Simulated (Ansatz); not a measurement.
# TiN: how the settings move a relaxation

How sensitive is a relaxation of TiN to its settings? A reference run comes first, then one run with altered input.

Program: Ansatz 0.2.0. Level of theory: reference: DFT, PBEsol, PAW with Ansatz's default frozen-core files, scalar-relativistic; relaxation of cell and atoms. These are calculated values, not measurements.

1 further run of the same task is left out (for a known fault of the program).

## Step 1: The structure to begin with

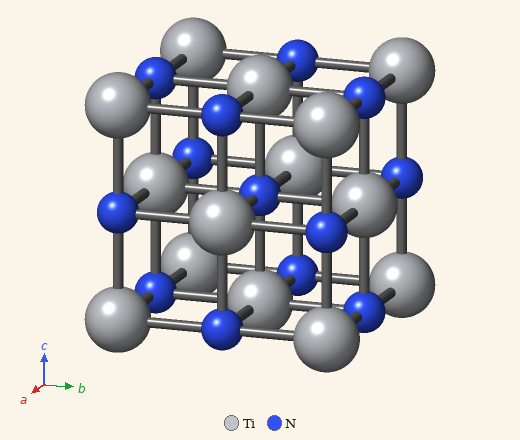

The starting structure, seen slightly off an axis (titanium light grey, nitrogen blue). Atoms on the faces are drawn again on the opposite ones. The cell drawn here is the conventional one.

Structure file:

```cif
data_structure
_symmetry_space_group_name_H-M 'P 1'
_symmetry_Int_Tables_number 1
_cell_length_a 2.9967
_cell_length_b 2.9967
_cell_length_c 2.9967
_cell_angle_alpha 60.000
_cell_angle_beta 60.000
_cell_angle_gamma 60.000
_cell_volume 19.03
loop_
_atom_site_label
_atom_site_type_symbol
_atom_site_fract_x
_atom_site_fract_y
_atom_site_fract_z
_atom_site_occupancy
Ti1 Ti 0.00000 0.00000 0.00000 1
N1 N 0.50000 0.50000 0.50000 1
```

## Step 2: Reference

input.yaml reads:

```yaml
crystal:
  lattice:
    - [0.0, 2.119, 2.119]
    - [2.119, 0.0, 2.119]
    - [2.119, 2.119, 0.0]
  atoms:
    - { symbol: Ti, position: [0.0, 0.0, 0.0] }
    - { symbol: "N", position: [0.5, 0.5, 0.5] }
kpoints:
  mp_grid: { grid: [16, 16, 16] }
scf:
  occupations: { method: fermi_dirac, width: 0.08 }
hamiltonian:
  xc: pbesol
  pseudopotentials: { kind: paw }
relax:
  f_tol: 0.002
  max_steps: 80
  cell: {}
output:
  forces: true
  stress: true
  write_density: true
  write_potential: true
  elf: true
  volumetric_format: npy
```

Command:

```bash
$ ansatz run input.yaml --threads 1 --pin off --max-ram 3072MiB --backend cpu --events-out ev --progress --plain --runs-dir out
```

The main lines of its log:

```text
[...]
Basis set: ecut = 420 eV, 339 PW (Γ), exchange–correlation on 48×48×48 points (8 copies of the dense FFT grid, shifted against one another)
[...]
k-points: 145 of 4096
[...]
SCF iter   1: F=—  HF=-2856.231778 eV  |F-HF|=—  |Δ(HF+E_count)|=         —  Δρ=1.35e-2  dr2=3.33e-2  ethr=1.77e-3  ⟨swp⟩=4.9  Hψ=20173  notcnv=0
[...]
preconditioner: auto → none  [metal: Δε(μ)=0.014 eV  Ē_g=14.683 eV  σ=0.080 eV  W_gap=0.04  n_scr=8 (ndim 8)  ℏωp=25.5 eV  f_vac=0.000  D(μ)=0.84/eV (n_scr^D=8)  sad-step TF]
SCF iter   2: F=—  HF=-2856.226213 eV  |F-HF|=—  |Δ(HF+E_count)|=   5.57e-3  Δρ=8.70e-3  dr2=1.55e-2  ethr=1.96e-4  ⟨swp⟩=1.9  Hψ=4153  notcnv=0  defer=22
[...]
relax step   1: F+E_penalty+E_count = -2856.22280520 eV  Δ(F+E_penalty+E_count) = +0.000e0 eV  max|allowed force component| = 3.681e-30 eV/Å  Δτ_max = 0.0000 Å  P = -6.833 GPa  Ω = 19.029 Å³  (6 SCF iters, dr2 threshold 1.00e-7 eV, accepted)
[...]
relax step   2: F+E_penalty+E_count = -2856.23326918 eV  Δ(F+E_penalty+E_count) = -1.046e-2 eV  max|allowed force component| = 8.546e-31 eV/Å  Δτ_max = 0.0000 Å  P = -1.325 GPa  Ω = 18.667 Å³  energy of the carried Pulay correction = +1.142e-3 eV  (6 SCF iters
[...]
relax step   3: F+E_penalty+E_count = -2856.23388042 eV  Δ(F+E_penalty+E_count) = -6.112e-4 eV  max|allowed force component| = 2.399e-30 eV/Å  Δτ_max = 0.0000 Å  P = +0.050 GPa  Ω = 18.582 Å³  energy of the carried Pulay correction = +1.413e-3 eV  (6 SCF iters
[...]
relax step   4: F+E_penalty+E_count = -2856.23387105 eV  Δ(F+E_penalty+E_count) = +9.373e-6 eV  max|allowed force component| = 2.087e-30 eV/Å  Δτ_max = 0.0000 Å  P = -0.000 GPa  Ω = 18.585 Å³  energy of the carried Pulay correction = +1.404e-3 eV  (7 SCF iters
Basis set: ecut = 420 eV, 339 PW (Γ), exchange–correlation on 40×40×40 points (8 copies of the dense FFT grid, shifted against one another)
[...]
relax step   5: F+E_penalty+E_count = -2856.23266613 eV  Δ(F+E_penalty+E_count) = +1.205e-3 eV  max|allowed force component| = 2.662e-30 eV/Å  Δτ_max = 0.0000 Å  P = -0.111 GPa  Ω = 18.585 Å³  stress off target by 1.11e-1 GPa  SCF on the basis re-selected at t
[...]
relax step   6: F+E_penalty+E_count = -2856.23268982 eV  Δ(F+E_penalty+E_count) = -2.369e-5 eV  max|allowed force component| = 2.301e-30 eV/Å  Δτ_max = 0.0000 Å  P = -0.001 GPa  Ω = 18.578 Å³  energy of the carried Pulay correction = +2.131e-5 eV  (6 SCF iters
[...]
SCF iter   5: F=-2856.232690 eV  HF=-2856.232690 eV  |F-HF|=0.00e0  |Δ(HF+E_count)|=    0.00e0  Δρ=1.09e-7  dr2=1.37e-12  ethr=1.00e-12  ⟨swp⟩=1.0  Hψ=2465  notcnv=0
SCF iter   6: F=-2856.232690 eV  HF=-2856.232690 eV  |F-HF|=4.55e-13  |Δ(HF+E_count)|=    0.00e0  Δρ=9.60e-8  dr2=1.07e-12  ethr=1.00e-12  ⟨swp⟩=2.0  Hψ=6154  notcnv=0
[...]
relax step   7: F+E_penalty+E_count = -2856.23268982 eV  Δ(F+E_penalty+E_count) = +1.364e-12 eV  max|allowed force component| = 4.076e-30 eV/Å  Δτ_max = 0.0000 Å  P = -0.002 GPa  Ω = 18.578 Å³  stress off target by 1.64e-3 GPa  SCF on the basis re-selected at 
[...]
SCF converged after 6 iterations
Free energy (F): -2856.232690 eV
[...]
E sigma→0 (E₀):  -2856.224219 eV
[...]
Fermi energy:    17.512708 eV
[...]
  P = ⅓ Tr σ = -0.0016 GPa (-0.016 kbar)
[...]
--- Relaxed structure (5 steps of the walk, 5 accepted, 2 SCFs on fresh bases) ---
[...]
```

Wall time 15 s (1 thread of Arm Neoverse V2, shared host); peak memory 0.35 GiB.

## Step 3: Changing settings: mixing.algorithm broyden, mixing.beta 0.7, mixing.ndim 16, xc revpbe, xc_grid 2

input.yaml, as its differences from that of step 2:

```diff
@@ -12,4 +12,5 @@
   occupations: { method: fermi_dirac, width: 0.08 }
+  mixing: { algorithm: broyden, beta: 0.7, ndim: 16 }
 hamiltonian:
-  xc: pbesol
+  xc: revpbe
   pseudopotentials: { kind: paw }
@@ -22,5 +23,3 @@
   stress: true
-  write_density: true
-  write_potential: true
-  elf: true
-  volumetric_format: npy
+basis:
+  xc_grid: 2
```

Command:

```bash
$ ansatz run input.yaml --threads 1 --pin off --max-ram 3072MiB --backend cpu --events-out ev --progress --plain --runs-dir out
```

Log:

```text
Engine: ansatz 0.2.0
Pseudopotentials: kind: paw
Pseudopotential: Ti, paw, valence charge 12, recommended cutoff 420 eV (normal), Ti.paw.azcp
Pseudopotential: N, paw, valence charge 5, recommended cutoff 420 eV (normal), N.paw.azcp
Functional definition: revPBE
  parameter kappa = 1.245
  parameter beta = 0.06672455060314922
  exchange = pbe_x(kappa = kappa, mu = beta*pi^2/3)
  correlation = pbe_c(beta = beta)
Crystal: 2 atoms, lattice volume = 19.029 Å³
Basis set: ecut = 420 eV, 339 PW (Γ), exchange–correlation on 48×48×48 points (8 copies of the dense FFT grid, shifted against one another)
Bands: 13, of which v1, the nominal top of the filled ones, is band 9 counted from 1 (8 counted from 0)
Symmetry: 48 space group operations
Space group: Fm-3m (ITA 225), of the structure as read, at distance tolerance 2.7e-5 Å
k-points: 145 of 4096
Non-local potential: Ti, projectors of the file, l = 0: 3, l = 1: 2, l = 2: 3, l = 3: 1
Non-local potential: N, projectors of the file, l = 0: 2, l = 1: 2, l = 2: 1
PAW form: soft (Blöchl's): semilocal exchange-correlation on the pseudo side does not see the compensation charge
PAW frozen core: Ti, regenerated for the run's functional, and the local potential with it (the file was generated under x = pbe(κ = 0.804, μ = 0.2195149727645171), c = pbe(β = 0.06672455060314922))
PAW frozen core: N, regenerated for the run's functional, and the local potential with it (the file was generated under x = pbe(κ = 0.804, μ = 0.2195149727645171), c = pbe(β = 0.06672455060314922))
PAW one-centre angular grid: Ti, 590 points (default); XC on 64 Gauss nodes
PAW one-centre angular grid: N, 110 points (default); XC on 64 Gauss nodes
Initial density: superposition of atomic densities (neutral atoms: chi_scale 0, normalization atom), corrected by the library's trained network
Initial wavefunctions: pseudopotential atomic-orbital guess
Functional: x = revpbe(κ = 1.245, μ = 0.2195149727645171), c = pbe(β = 0.06672455060314922)
SCF iter   1: F=—  HF=-2891.213335 eV  |F-HF|=—  |Δ(HF+E_count)|=         —  Δρ=2.99e-3  dr2=7.44e-4  ethr=1.77e-3  ⟨swp⟩=4.8  Hψ=20201  notcnv=0
automatic band count: the SCF goes on with 17 bands, as 13 were too few: the levels above may hold too much charge
preconditioner: auto → none  [metal: Δε(μ)=0.029 eV  Ē_g=14.777 eV  σ=0.080 eV  W_gap=0.09  n_scr=8 (ndim 16)  ℏωp=25.5 eV  f_vac=0.000  D(μ)=0.86/eV (n_scr^D=8)  sad-step TF]
SCF iter   2: F=—  HF=-2891.212943 eV  |F-HF|=—  |Δ(HF+E_count)|=   3.92e-4  Δρ=1.34e-3  dr2=3.38e-4  ethr=4.38e-6  ⟨swp⟩=2.4  Hψ=4740  notcnv=0  defer=1  κ⁻¹=1.0e0(r=1)
SCF iter   3: F=—  HF=-2891.212920 eV  |F-HF|=—  |Δ(HF+E_count)|=   2.32e-5  Δρ=6.93e-4  dr2=5.13e-5  ethr=1.99e-6  ⟨swp⟩=2.1  Hψ=2793  notcnv=0  defer=1  κ⁻¹=6.0e-2(r=2)
SCF iter   4: F=—  HF=-2891.212919 eV  |F-HF|=—  |Δ(HF+E_count)|=   1.29e-6  Δρ=1.13e-4  dr2=1.43e-6  ethr=3.02e-7  ⟨swp⟩=1.9  Hψ=2690  notcnv=0  defer=1  κ⁻¹=3.9e-3(r=3)
SCF iter   5: F=-2891.212919 eV  HF=-2891.212919 eV  |F-HF|=1.37e-8  |Δ(HF+E_count)|=   1.02e-7  Δρ=1.15e-5  dr2=1.43e-8  ethr=5.88e-10  ⟨swp⟩=2.0  Hψ=7862  notcnv=0
SCF 1 converged in 5 iterations: F = -2891.212919 eV  dr2 = 1.43e-8
relax step   1: F+E_penalty+E_count = -2891.21291885 eV  Δ(F+E_penalty+E_count) = +0.000e0 eV  max|allowed force component| = 4.010e-30 eV/Å  Δτ_max = 0.0000 Å  P = +5.668 GPa  Ω = 19.029 Å³  (5 SCF iters, dr2 threshold 1.00e-7 eV, accepted)
Crystal: 2 atoms, lattice volume = 19.333 Å³
Bands: 17, of which v1, the nominal top of the filled ones, is band 9 counted from 1 (8 counted from 0)
Initial density: handed on by an earlier stage of this run
Initial wavefunctions: those handed on with the density
iter 1 solved again at ethr=1.30e-5 eV; its pass at ethr=3.10e-3 eV (dr2=2.20e-3 eV) is discarded
SCF iter   1: F=—  HF=-2891.218918 eV  |F-HF|=—  |Δ(HF+E_count)|=         —  Δρ=3.18e-3  dr2=2.23e-3  ethr=1.30e-5  ⟨swp⟩=1.0  Hψ=12402  notcnv=0
preconditioner: auto → none  [metal: Δε(μ)=0.025 eV  Ē_g=14.593 eV  σ=0.080 eV  W_gap=0.08  n_scr=8 (ndim 16)  ℏωp=25.3 eV  f_vac=0.000  D(μ)=0.87/eV (n_scr^D=8)]
SCF iter   2: F=—  HF=-2891.220486 eV  |F-HF|=—  |Δ(HF+E_count)|=   1.57e-3  Δρ=6.83e-3  dr2=9.95e-3  ethr=1.30e-5  ⟨swp⟩=2.0  Hψ=3894  notcnv=0  κ⁻¹=1.0e0(r=1)
SCF iter   3: F=—  HF=-2891.218493 eV  |F-HF|=—  |Δ(HF+E_count)|=   1.99e-3  Δρ=1.79e-4  dr2=3.96e-6  ethr=1.30e-5  ⟨swp⟩=2.1  Hψ=3695  notcnv=0  κ⁻¹=1.4e-3(r=2)
SCF iter   4: F=—  HF=-2891.218491 eV  |F-HF|=—  |Δ(HF+E_count)|=   1.19e-6  Δρ=6.59e-5  dr2=6.09e-7  ethr=1.18e-9  ⟨swp⟩=4.0  Hψ=6675  notcnv=0  κ⁻¹=2.4e-5(r=3)
SCF iter   5: F=-2891.218492 eV  HF=-2891.218492 eV  |F-HF|=8.04e-9  |Δ(HF+E_count)|=   4.35e-7  Δρ=8.27e-6  dr2=1.35e-8  ethr=1.18e-9  ⟨swp⟩=3.6  Hψ=5746  notcnv=0
SCF 2 converged in 5 iterations: F = -2891.218492 eV  dr2 = 1.35e-8
relax step   2: F+E_penalty+E_count = -2891.21849179 eV  Δ(F+E_penalty+E_count) = -5.573e-3 eV  max|allowed force component| = 2.662e-30 eV/Å  Δτ_max = 0.0000 Å  P = +1.173 GPa  Ω = 19.333 Å³  energy of the carried Pulay correction = -8.598e-4 eV  (5 SCF iters, dr2 threshold 2.00e-7 eV, accepted)
Crystal: 2 atoms, lattice volume = 19.414 Å³
iter 1 solved again at ethr=8.76e-7 eV; its pass at ethr=3.10e-3 eV (dr2=1.49e-4 eV) is discarded
SCF iter   1: F=—  HF=-2891.218598 eV  |F-HF|=—  |Δ(HF+E_count)|=         —  Δρ=8.21e-4  dr2=1.49e-4  ethr=8.76e-7  ⟨swp⟩=1.6  Hψ=11605  notcnv=0
preconditioner: auto → none  [metal: Δε(μ)=0.030 eV  Ē_g=14.560 eV  σ=0.080 eV  W_gap=0.09  n_scr=8 (ndim 16)  ℏωp=25.3 eV  f_vac=0.000  D(μ)=0.88/eV (n_scr^D=8)]
SCF iter   2: F=—  HF=-2891.218704 eV  |F-HF|=—  |Δ(HF+E_count)|=   1.06e-4  Δρ=1.78e-3  dr2=6.76e-4  ethr=8.76e-7  ⟨swp⟩=2.0  Hψ=3141  notcnv=0  κ⁻¹=1.0e0(r=1)
SCF iter   3: F=—  HF=-2891.218570 eV  |F-HF|=—  |Δ(HF+E_count)|=   1.34e-4  Δρ=5.07e-5  dr2=3.30e-7  ethr=8.76e-7  ⟨swp⟩=2.4  Hψ=3238  notcnv=0  κ⁻¹=1.5e-3(r=2)
SCF iter   4: F=-2891.218570 eV  HF=-2891.218570 eV  |F-HF|=1.14e-8  |Δ(HF+E_count)|=   7.47e-8  Δρ=1.81e-5  dr2=4.53e-8  ethr=1.18e-9  ⟨swp⟩=3.9  Hψ=5930  notcnv=0
SCF 3 converged in 4 iterations: F = -2891.218570 eV  dr2 = 4.53e-8
relax step   3: F+E_penalty+E_count = -2891.21856978 eV  Δ(F+E_penalty+E_count) = -7.799e-5 eV  max|allowed force component| = 2.958e-30 eV/Å  Δτ_max = 0.0000 Å  P = +0.034 GPa  Ω = 19.414 Å³  energy of the carried Pulay correction = -1.087e-3 eV  (4 SCF iters, dr2 threshold 2.00e-7 eV, accepted)
Initial wavefunctions: pseudopotential atomic-orbital guess (no wavefunctions were taken with the density)
iter 1 solved again at ethr=7.69e-9 eV; its pass at ethr=3.10e-3 eV (dr2=1.31e-6 eV) is discarded
SCF iter   1: F=—  HF=-2891.219742 eV  |F-HF|=—  |Δ(HF+E_count)|=         —  Δρ=2.41e-4  dr2=7.90e-7  ethr=7.69e-9  ⟨swp⟩=3.1  Hψ=16742  notcnv=0
preconditioner: auto → none  [metal: Δε(μ)=0.031 eV  Ē_g=14.564 eV  σ=0.080 eV  W_gap=0.10  n_scr=8 (ndim 16)  ℏωp=25.3 eV  f_vac=0.000  D(μ)=0.88/eV (n_scr^D=8)]
SCF iter   2: F=—  HF=-2891.219774 eV  |F-HF|=—  |Δ(HF+E_count)|=   3.16e-5  Δρ=1.16e-4  dr2=1.95e-6  ethr=4.65e-9  ⟨swp⟩=2.0  Hψ=3178  notcnv=0  κ⁻¹=1.0e0(r=1)
SCF iter   3: F=—  HF=-2891.219775 eV  |F-HF|=—  |Δ(HF+E_count)|=   9.89e-7  Δρ=5.48e-5  dr2=5.18e-8  ethr=4.65e-9  ⟨swp⟩=2.4  Hψ=3069  notcnv=0  κ⁻¹=2.0e-2(r=2)
SCF iter   4: F=—  HF=-2891.219777 eV  |F-HF|=—  |Δ(HF+E_count)|=   1.76e-6  Δρ=3.54e-6  dr2=3.52e-10  ethr=3.04e-10  ⟨swp⟩=2.0  Hψ=3142  notcnv=0  κ⁻¹=8.3e-4(r=3)
SCF iter   5: F=—  HF=-2891.219777 eV  |F-HF|=—  |Δ(HF+E_count)|=   5.02e-9  Δρ=8.00e-7  dr2=5.44e-11  ethr=2.07e-12  ⟨swp⟩=2.1  Hψ=3720  notcnv=0  κ⁻¹=3.2e-5(r=4)
SCF iter   6: F=-2891.219777 eV  HF=-2891.219777 eV  |F-HF|=4.55e-13  |Δ(HF+E_count)|=  1.06e-10  Δρ=7.04e-8  dr2=4.11e-13  ethr=1.00e-12  ⟨swp⟩=4.5  Hψ=7004  notcnv=0
SCF 4 converged in 6 iterations: F = -2891.219777 eV  dr2 = 4.11e-13
relax step   4: F+E_penalty+E_count = -2891.21977656 eV  Δ(F+E_penalty+E_count) = -1.207e-3 eV  max|allowed force component| = 2.597e-30 eV/Å  Δτ_max = 0.0000 Å  P = +0.124 GPa  Ω = 19.414 Å³  stress off target by 1.24e-1 GPa  SCF on the basis re-selected at this cell (its energy is not comparable with the rows above)  (6 SCF iters)
basis re-selected at this cell: Δ(F+E_penalty+E_count) = -1.207e-3 eV, ΔP = +0.089 GPa vs the last step (what re-selecting the basis moved, of the pressure what is left beyond the Pulay correction that the steps carried, after the strain that the cell walked since its last selection, with what the two solves' SCF thresholds leave and, on support functions, any second-order correction that the steps lacked; it is no measure of the basis error at this ecutwfc). This SCF's stress stands 1.24e-1 GPa from its target on what of the cell is left free (relax.cell.stress_tol is 5.00e-2 GPa) and its largest allowed force component is 2.60e-30 eV/Å (relax.f_tol is 2.00e-3 eV/Å): not within both, so this SCF does not close the relaxation
Crystal: 2 atoms, lattice volume = 19.423 Å³
iter 1 solved again at ethr=1.05e-8 eV; its pass at ethr=3.10e-3 eV (dr2=1.78e-6 eV) is discarded
SCF iter   1: F=—  HF=-2891.219756 eV  |F-HF|=—  |Δ(HF+E_count)|=         —  Δρ=8.94e-5  dr2=1.78e-6  ethr=1.05e-8  ⟨swp⟩=1.0  Hψ=11244  notcnv=0
preconditioner: auto → none  [metal: Δε(μ)=0.031 eV  Ē_g=14.559 eV  σ=0.080 eV  W_gap=0.10  n_scr=8 (ndim 16)  ℏωp=25.3 eV  f_vac=0.000  D(μ)=0.88/eV (n_scr^D=8)]
SCF iter   2: F=—  HF=-2891.219757 eV  |F-HF|=—  |Δ(HF+E_count)|=   1.27e-6  Δρ=1.94e-4  dr2=8.10e-6  ethr=1.05e-8  ⟨swp⟩=2.0  Hψ=3141  notcnv=0  κ⁻¹=1.0e0(r=1)
SCF iter   3: F=-2891.219755 eV  HF=-2891.219755 eV  |F-HF|=2.50e-9  |Δ(HF+E_count)|=   1.61e-6  Δρ=5.63e-6  dr2=4.11e-9  ethr=2.25e-10  ⟨swp⟩=2.9  Hψ=8115  notcnv=0
SCF 5 converged in 3 iterations: F = -2891.219755 eV  dr2 = 4.11e-9
relax step   5: F+E_penalty+E_count = -2891.21975530 eV  Δ(F+E_penalty+E_count) = +2.127e-5 eV  max|allowed force component| = 2.761e-30 eV/Å  Δτ_max = 0.0000 Å  P = +0.002 GPa  Ω = 19.423 Å³  energy of the carried Pulay correction = -2.474e-5 eV  (3 SCF iters, dr2 threshold 3.83e-8 eV, accepted)
iter 1 solved again at ethr=2.99e-9 eV; its pass at ethr=3.10e-3 eV (dr2=5.08e-7 eV) is discarded
SCF iter   1: F=—  HF=-2891.219771 eV  |F-HF|=—  |Δ(HF+E_count)|=         —  Δρ=5.86e-6  dr2=4.08e-9  ethr=2.99e-9  ⟨swp⟩=3.0  Hψ=16988  notcnv=0
SCF iter   2: F=—  HF=-2891.219771 eV  |F-HF|=—  |Δ(HF+E_count)|=   1.81e-9  Δρ=6.84e-6  dr2=9.62e-9  ethr=2.40e-11  ⟨swp⟩=2.0  Hψ=3742  notcnv=0  κ⁻¹=1.0e0(r=1)
SCF iter   3: F=—  HF=-2891.219771 eV  |F-HF|=—  |Δ(HF+E_count)|=   1.77e-9  Δρ=1.51e-6  dr2=4.89e-10  ethr=2.40e-11  ⟨swp⟩=2.6  Hψ=3545  notcnv=0  κ⁻¹=4.2e-2(r=2)
SCF iter   4: F=—  HF=-2891.219771 eV  |F-HF|=—  |Δ(HF+E_count)|=  7.73e-12  Δρ=5.43e-7  dr2=3.72e-11  ethr=2.87e-12  ⟨swp⟩=2.2  Hψ=3037  notcnv=0  κ⁻¹=1.4e-3(r=3)
SCF iter   5: F=-2891.219771 eV  HF=-2891.219771 eV  |F-HF|=0.00e0  |Δ(HF+E_count)|=  2.64e-11  Δρ=3.56e-8  dr2=2.49e-13  ethr=1.00e-12  ⟨swp⟩=4.2  Hψ=6829  notcnv=0
SCF 6 converged in 5 iterations: F = -2891.219771 eV  dr2 = 2.49e-13
relax step   6: F+E_penalty+E_count = -2891.21977106 eV  Δ(F+E_penalty+E_count) = -1.576e-5 eV  max|allowed force component| = 2.038e-30 eV/Å  Δτ_max = 0.0000 Å  P = +0.003 GPa  Ω = 19.423 Å³  stress off target by 3.37e-3 GPa  SCF on the basis re-selected at this cell (its energy is not comparable with the rows above)  (5 SCF iters)
basis re-selected at this cell: Δ(F+E_penalty+E_count) = -1.576e-5 eV, ΔP = +0.001 GPa vs the last step (what re-selecting the basis moved, of the pressure what is left beyond the Pulay correction that the steps carried, after the strain that the cell walked since its last selection, with what the two solves' SCF thresholds leave and, on support functions, any second-order correction that the steps lacked; it is no measure of the basis error at this ecutwfc). This SCF's stress stands 3.37e-3 GPa from its target on what of the cell is left free (relax.cell.stress_tol is 5.00e-2 GPa) and its largest allowed force component is 2.04e-30 eV/Å (relax.f_tol is 2.00e-3 eV/Å): within both
SCF converged after 5 iterations
Stability not checked: this state was not tested for a lower state beside it, because the mixer in use, unlike msr1, does not test its closes by its own steps (another_mixer; see scf.mixing.algorithm and scf.lower_state_search)
Free energy (F): -2891.219771 eV
Harris-Foulkes:  -2891.219771 eV  (|F-HF|=0.00e0)
Internal energy: -2891.201539 eV  (E = F + TS)
E sigma→0 (E₀):  -2891.210655 eV
Entropy (-TS):   -0.018232 eV (-9.116 meV/atom)
Fermi energy:    16.889962 eV
--- Per-component energies (eV) ---
  E_band       = -96.535884
  E_kinetic    = 405.636342
  E_local      = -798.976842  (includes V_loc(G=0)·N_el)
  E_nonlocal   = 49.945752
  E_hartree    = 317.896054
  E_xc         = -159.805369
  E_vxc        = -201.194071  (∫ρ·V_xc dr)
  E_paw        = -1177.797212  (= ΣΔE_a)
  E_vpaw       = -187.739336  (= ΣTr[D̂ρ^β])
  E_aug_tail   = 0.000151  (compensation charges beyond the density's cutoff)
  E_ewald      = -1528.048771
  E_core_change = -0.051645  (= ΣΔE_core)
  E_smearing   = -0.018232  (= −TS)
  E_closure    = 0.000000  (closes the sum)
  Σ components = -2891.219771   (vs F -2891.219771, Δ=0.00e0)
--- Forces (eV/Å), atoms counted from 1 ---
  atom   1  Ti    -0.00000000     0.00000000     0.00000000
  atom   2  N      0.00000000    -0.00000000    -0.00000000
  max |Σ_I F_I| component: 3.29e-30 eV/Å
--- Stress (GPa, compression-positive) ---
        0.003372      -0.000000      -0.000000
       -0.000000       0.003372      -0.000000
       -0.000000      -0.000000       0.003372
  P = ⅓ Tr σ = 0.0034 GPa (0.034 kbar)
--- Relaxed structure (4 steps of the walk, 4 accepted, 2 SCFs on fresh bases) ---
  F+E_penalty+E_count = -2891.21977106 eV   max|allowed force component| = 2.038e-30 eV/Å   (the final SCF, on the basis selected at the relaxed cell)
  cell:  # Å, volume = 19.4230 Å³
    - [1.4012273090462876e-33, 2.133514643286258, 2.133514643286258]
    - [2.133514643286258, 1.210150857812703e-33, 2.133514643286258]
    - [2.133514643286258, 2.133514643286258, 2.917100488832726e-33]
  atoms:
    - { symbol: Ti, position: [-4.4970933792646345e-36, 7.337362881959058e-36, 9.230875883753789e-36] }
    - { symbol: N, position: [0.5, 0.5, 0.5] }
```

Wall time 11 s (1 thread of Arm Neoverse V2, shared host); peak memory 0.34 GiB.

After a change of functional the difference of the totals has no physical meaning; the final volume goes from 18.58 to 19.42 Å³.

## Step 4: All runs together

| run | ending | energy change | pressure (GPa) | gap (eV) | force (eV/Å) | cycles | time |
| --- | --- | --- | --- | --- | --- | --- | --- |
| reference | converged | - | 0.0 | 0.00 | 0.00 | 43 | 15 s |
| 1: mixing.algorithm broyden, mixing.beta 0.7, mixing.ndim 16, xc revpbe, xc_grid 2 | converged | not comparable | 0.0 | 0.00 | 0.00 | 28 | 11 s |

Times don't compare one to one where runs were asked for different outputs or read a saved state (see the inputs); cycles may leave out searches for a lower state.

A change of functional puts the total energy on another scale; the final volume goes from 18.58 to 19.42 Å³. The reference leaves spin out although Ti can carry a moment, so its state need not be the lowest.
